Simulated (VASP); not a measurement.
Band structure of ZrSi (relaxed from the FeSi structure, space group P2_13). Computed with PBEsol GGA, VASP's PBE PAW potentials (set 64) (plane waves; VASP).

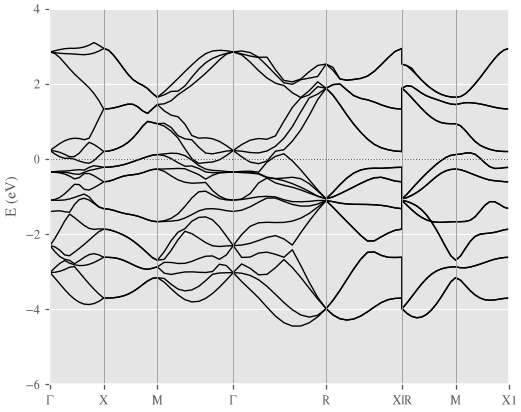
Bands along high-symmetry lines, zero at the valence-band maximum or, without a gap, the Fermi level

Q: Read the plot: is there a gap, and where are the band edges?

A: It has no gap at this level: it comes out as a metal or semimetal. (Edges off the drawn lines would not show.)

The structure was generated: ZrSi was put into the FeSi type (P2_13), which need not be its known phase. It was relaxed first, which changed the volume by +7 %.
